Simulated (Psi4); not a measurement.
# CH5B (BH2Me) at 4 levels

We compute a comparison of 4 runs (HF/STO-3G, B3LYP/6-31G*, PBE0/def2-SVP, SVWN5/def2-SVP) of CH5B (BH2Me). 

The results are computed with Psi4 1.11.

4 further runs of the same task are left out: 3 that didn't finish, 1 set aside as unsound or not needed.

**1. The system as given**

The species is CH5B (7 atoms), meant as a singlet with charge 0. SMILES: `[H]B([H])C`. The coordinates come from a GFN2-xTB relaxation.

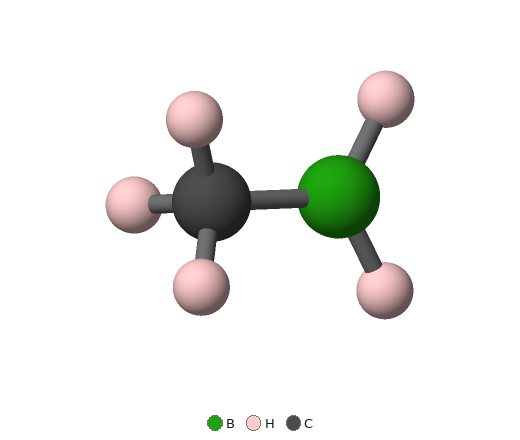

Viewed from a chosen angle; boron green, hydrogen pink, carbon dark grey.

**2. Energy and gradient at HF/STO-3G (run 1)**

calc.dat reads:

```
memory 1600 mb

molecule geom {
  0 1
  B      0.84062577     1.47606508     0.01182969
  H      3.05179431     1.47837054     0.01698864
  H     -0.24505968     3.39791654    -0.11601029
  C     -0.63714006    -1.08464610     0.07505992
  H     -0.76647292    -1.75627367    -1.87298315
  H     -2.56679610    -0.93779549     0.76628394
  H      0.32304868    -2.57363691     1.11881235
  units bohr
  symmetry c1
  no_reorient
  no_com
}

set globals {
  puream true
  e_convergence 1e-09
  d_convergence 1e-08
  scf_type pk
}

result, w = gradient("hf/STO-3G", return_wfn=True)
oeprop(w, "LOWDIN_CHARGES", "WIBERG_LOWDIN_INDICES", "MULLIKEN_CHARGES", title="HF")
```

The run is started by

```
$ psi4 -i calc.dat -o calc.out -n 1
```

calc.out:

```text
[...]
  Running in c1 symmetry.
[...]
  Nuclear repulsion =   31.931012603101181
[...]
  Multiplicity = 1
[...]
  Nalpha       = 8
  Nbeta        = 8
[...]
    Number of basis functions: 15
[...]
   @RHF iter   1:   -64.65743101286137   -2.13272e+00   7.25960e-03 DIIS/ADIIS
[...]
   @RHF iter   9:   -64.66742694426124   -4.09273e-12   5.97563e-09 DIIS
[...]
    Orbital Energies [Eh]
    ---------------------
    Doubly Occupied:
       1A    -11.004256     2A     -7.408043     3A     -0.909236
       4A     -0.636132     5A     -0.539344     6A     -0.514353
       7A     -0.434807     8A     -0.430942
[...]
  @RHF Final Energy:   -64.66742694426124
   => Energetics <=
    Nuclear Repulsion Energy =             31.9310126031011805
    One-Electron Energy =                -149.4426540939182644
    Two-Electron Energy =                  52.8442145465558468
    Total Energy =                        -64.6674269442612371
[...]
  -Total Gradient:
     Atom            X                  Y                   Z
    ------   -----------------  -----------------  -----------------
       1       -0.002633402380    -0.004767098171    -0.001209028281
       2        0.005390843005    -0.001337577172     0.000201937128
       3       -0.003822919197     0.004026549396    -0.000085742875
       4        0.004970916666     0.010152337506     0.002255758597
       5       -0.000512144909    -0.001914157442    -0.001683726647
       6       -0.003827883662    -0.001778335799     0.000087623214
       7        0.000434590477    -0.004381718318     0.000433178863
[...]
```

Run time: 1.6 s. Hardware: 1 thread of Intel Xeon 6975P-C (Granite Rapids), shared host; peak memory 0.18 GiB.

**3. Energy and forces at B3LYP/6-31G(d) (spherical functions) (run 2)**

ch5b_ase.py reads:

```python
import numpy as np
from ase.calculators.psi4 import Psi4
from ase import Atoms

mol = Atoms(['B', 'H', 'H', 'C', 'H', 'H', 'H'], positions=[
    [0.444840, 0.781100, 0.006260],
    [1.614940, 0.782320, 0.008990],
    [-0.129680, 1.798100, -0.061390],
    [-0.337160, -0.573970, 0.039720],
    [-0.405600, -0.929380, -0.991140],
    [-1.358290, -0.496260, 0.405500],
    [0.170950, -1.361910, 0.592050],
])
calc = Psi4(atoms=mol, method='b3lyp', basis='6-31G*', memory='1600MB', num_threads=1, charge=0, multiplicity=1, label='ch5b')
calc.psi4.set_options({'puream': True, 'e_convergence': 1e-09, 'd_convergence': 1e-08, 'scf_type': 'pk', 'dft_radial_points': 99, 'dft_spherical_points': 590})
mol.calc = calc

forces = mol.get_forces()
print(f'energy: {mol.get_potential_energy():.6f} eV')
print('forces / eV A^-1')
print(np.round(forces, 5))
```

The run is started by

```
$ python ch5b_ase.py
```

ch5b.dat:

```text
[...]
  Running in c1 symmetry.
[...]
  Nuclear repulsion =   31.931012594416508
[...]
  Multiplicity = 1
[...]
  Nalpha       = 8
  Nbeta        = 8
[...]
    Number of basis functions: 38
[...]
   @RKS iter   1:   -65.75607800679217   -4.13441e-01   1.54128e-02 ADIIS/DIIS
[...]
   @RKS iter   9:   -65.94438018029962   -1.15108e-12   8.77826e-09 DIIS
[...]
    Orbital Energies [Eh]
    ---------------------
    Doubly Occupied:
       1A    -10.149950     2A     -6.742141     3A     -0.699415
       4A     -0.483357     5A     -0.412126     6A     -0.400351
       7A     -0.329220     8A     -0.321737
[...]
  @RKS Final Energy:   -65.94438018029962
   => Energetics <=
    Nuclear Repulsion Energy =             31.9310125944165080
    One-Electron Energy =                -150.0453893241278251
    Two-Electron Energy =                  61.3755610513359358
    DFT Exchange-Correlation Energy =      -9.2055645019242291
    Empirical Dispersion Energy =           0.0000000000000000
    VV10 Nonlocal Energy =                  0.0000000000000000
    Total Energy =                        -65.9443801802996177
[...]
  -Total Gradient:
     Atom            X                  Y                   Z
    ------   -----------------  -----------------  -----------------
       1        0.008294609769     0.014389774925    -0.000578318010
       2       -0.014224600349    -0.001285356660     0.000219404830
       3        0.005798898812    -0.012950607676     0.001091437686
       4       -0.001682070775    -0.005292578523    -0.005716362960
       5       -0.000057055215     0.001977090176     0.007800819404
       6        0.005649565731    -0.001053947119    -0.000898443514
       7       -0.003779275933     0.004215743491    -0.001918506610
[...]
```

The script printed:

```text
energy: -1794.437985 eV
forces / eV A^-1
[[-0.42653 -0.73995  0.02974]
 [ 0.73146  0.0661  -0.01128]
 [-0.29819  0.66595 -0.05612]
 [ 0.0865   0.27216  0.29395]
 [ 0.00293 -0.10167 -0.40113]
 [-0.29051  0.0542   0.0462 ]
 [ 0.19434 -0.21678  0.09865]]
```

Wall time 6 s (1 thread of Intel Xeon 6975P-C (Granite Rapids), shared host); peak memory 0.68 GiB.

**4. Energy and forces at PBE0/def2-SVP (run 3)**

input.dat reads:

```
memory 1.6 GB

molecule mol {
  B      0.444840     0.781100     0.006260
  H      1.614940     0.782320     0.008990
  H     -0.129680     1.798100    -0.061390
  C     -0.337160    -0.573970     0.039720
  H     -0.405600    -0.929380    -0.991140
  H     -1.358290    -0.496260     0.405500
  H      0.170950    -1.361910     0.592050
  symmetry c1
  no_reorient
  no_com
}

set {
  basis                def2-SVP
  puream               true
  e_convergence        1e-09
  d_convergence        1e-08
  scf_type             pk
  dft_radial_points    99
  dft_spherical_points 590
}

e, wfn = gradient("pbe0", return_wfn=True)
oeprop(wfn, "WIBERG_LOWDIN_INDICES", "LOWDIN_CHARGES", "MULLIKEN_CHARGES")
print_variables()
```

The run is started by

```
$ psi4 input.dat output.dat -n 1
```

output.dat:

```text
[...]
  Running in c1 symmetry.
[...]
  Nuclear repulsion =   31.931012594416508
[...]
  Multiplicity = 1
[...]
  Nalpha       = 8
  Nbeta        = 8
[...]
    Number of basis functions: 53
[...]
   @RKS iter   1:   -65.60455474555957   -4.07041e-01   1.09359e-02 ADIIS/DIIS
[...]
   @RKS iter  10:   -65.79293440582026   -2.84217e-13   1.05909e-09 DIIS
[...]
    Orbital Energies [Eh]
    ---------------------
    Doubly Occupied:
       1A    -10.210434     2A     -6.791098     3A     -0.715772
       4A     -0.496640     5A     -0.426301     6A     -0.413450
       7A     -0.344945     8A     -0.332144
[...]
  @RKS Final Energy:   -65.79293440582026
   => Energetics <=
    Nuclear Repulsion Energy =             31.9310125944165080
    One-Electron Energy =                -149.8887981985291447
    Two-Electron Energy =                  60.6927408643058044
    DFT Exchange-Correlation Energy =      -8.5278896660134222
    Empirical Dispersion Energy =           0.0000000000000000
    VV10 Nonlocal Energy =                  0.0000000000000000
    Total Energy =                        -65.7929344058202616
[...]
  -Total Gradient:
     Atom            X                  Y                   Z
    ------   -----------------  -----------------  -----------------
       1        0.012793791249     0.022345960867    -0.000370098767
       2       -0.020690961324    -0.001055409366     0.000164642094
       3        0.009187904383    -0.018462253148     0.001444497942
       4       -0.003903159860    -0.009797499774    -0.007055110387
       5       -0.000366183725     0.002254122952     0.010702572383
       6        0.008747487382    -0.001698910306    -0.001669744883
       7       -0.005768772562     0.006414135797    -0.003216642927
[...]
```

Wall time 8.1 s (1 thread of Intel Xeon 6975P-C (Granite Rapids), shared host); peak memory 0.82 GiB.

**5. Energy and forces at SVWN5/def2-SVP (run 4)**

input.in reads:

```
memory 1600 mb

molecule {
  B      0.84062577     1.47606508     0.01182969
  H      3.05179431     1.47837054     0.01698864
  H     -0.24505968     3.39791654    -0.11601029
  C     -0.63714006    -1.08464610     0.07505992
  H     -0.76647292    -1.75627367    -1.87298315
  H     -2.56679610    -0.93779549     0.76628394
  H      0.32304868    -2.57363691     1.11881235
  units bohr
  symmetry c1
}

set {
  basis def2-SVP
  puream true
  e_convergence 1e-09
  d_convergence 1e-08
  scf_type pk
  dft_radial_points 99
  dft_spherical_points 590
}

result, w = gradient("scf", dft_functional={"name": "SVWN5", "x_functionals": {"LDA_X": {}}, "c_functionals": {"LDA_C_VWN": {}}}, return_wfn=True)
oeprop(w, "DIPOLE", "WIBERG_LOWDIN_INDICES", "LOWDIN_CHARGES")
print_variables()
```

The run is started by

```
$ psi4 -i input.in -o input.out -n 1
```

input.out:

```text
[...]
  Running in c1 symmetry.
[...]
  Nuclear repulsion =   31.931012603101177
[...]
  Multiplicity = 1
[...]
  Nalpha       = 8
  Nbeta        = 8
[...]
    Number of basis functions: 53
[...]
   @RKS iter   1:   -64.82862182164604   -1.60332e-01   1.45910e-02 DIIS/ADIIS
[...]
   @RKS iter  10:   -65.17467119197255   -3.49587e-12   7.62948e-09 DIIS
[...]
    Orbital Energies [Eh]
    ---------------------
    Doubly Occupied:
       1A     -9.765263     2A     -6.428705     3A     -0.625375
       4A     -0.427030     5A     -0.368816     6A     -0.360973
       7A     -0.293139     8A     -0.276530
[...]
  @RKS Final Energy:   -65.17467119197255
   => Energetics <=
    Nuclear Repulsion Energy =             31.9310126031011769
    One-Electron Energy =                -149.8710936161679399
    Two-Electron Energy =                  63.3424570174770594
    DFT Exchange-Correlation Energy =     -10.5770471963828516
    Empirical Dispersion Energy =           0.0000000000000000
    VV10 Nonlocal Energy =                  0.0000000000000000
    Total Energy =                        -65.1746711919725499
[...]
  -Total Gradient:
     Atom            X                  Y                   Z
    ------   -----------------  -----------------  -----------------
       1        0.018330776064     0.032077798251    -0.000260119495
       2       -0.025465025002    -0.000739409198     0.000118129047
       3        0.011810072668    -0.022446828336     0.001689488791
       4       -0.010065564420    -0.021809667574    -0.009336975282
       5       -0.000200850683     0.004195550873     0.016478165695
       6        0.014646289169    -0.002309529290    -0.003075224409
       7       -0.009055668994     0.011032096259    -0.005613319199
[...]
```

Run time: 5.1 s. Hardware: 1 thread of Intel Xeon 6975P-C (Granite Rapids), shared host; peak memory 0.39 GiB.

**6. Overview of the runs**

```csv
run,level,integration grid,energy (Eh),dipole moment (D),HOMO energy (eV),LUMO energy (eV),wall time
1,HF/STO-3G,–,-64.667427,0.33,-11.73,6.90,1.6 s
2,B3LYP/6-31G* (spherical functions),99 radial × 590 angular,-65.944380,0.63,-8.75,-1.07,6 s
3,PBE0/def2-SVP,99 radial × 590 angular,-65.792934,0.67,-9.04,-1.17,8.1 s
4,SVWN5/def2-SVP,99 radial × 590 angular,-65.174671,0.83,-7.52,-2.48,5.1 s
```

**7. Summary of results**

```
                       quantity         value
            run 4: total energy  -65.17467 Eh
           run 4: dipole moment        0.83 D
             run 4: HOMO energy      -7.52 eV
             run 4: LUMO energy      -2.48 eV
           run 4: HOMO–LUMO gap       5.04 eV
run 4: largest force on an atom    1.900 eV/Å
```

In words: The dipole moment (its size) runs from 0.33 D (HF/STO-3G) to 0.83 D (SVWN5/def2-SVP). The two ends differ in method and basis. The HOMO–LUMO gap runs from 5.04 eV (SVWN5/def2-SVP) to 18.63 eV (HF/STO-3G). Totals of different functionals can't be ranked against each other. In run 1 the basis is minimal, so the values are rough. All runs together took 21 s, the longest 8.1 s.
